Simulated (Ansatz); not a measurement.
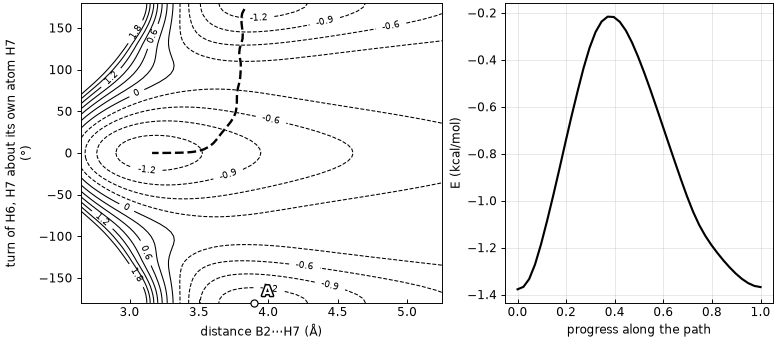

The pair BF₄···H₂, charge −1. The turn is about an axis along (0.32, −0.94, −0.12) in the frame of the relaxed pair, normal to the line between the partners. First axis: distance B2···H7. Second axis: turn of H6, H7 about its own atom H7. The grid has 15 × 15 points. Points are written as (first, second). Energies: kcal/mol, counted from the ion and the molecule far apart, frozen as in the relaxed pair, each in its own basis (no counterpoise correction). Computed with Ansatz, RHF/def2-SVPD.

Drawn: contour lines labelled in kcal/mol (none above 1.8), a line along the lowest path, the energy along the path at the right, the start A. Between grid points the surface is interpolated.

Describe the path and its barrier.

Answer. The easiest path leads from the well at about (3.90 Å, −180°) to a well of about the same depth at about (3.16 Å, 0°). Its highest point lies about 1.2 kcal/mol above the bottom of the first well on the interpolated surface, at about (3.80 Å, 95°). This is the barrier on the constrained surface; relaxing the other coordinates would change it.
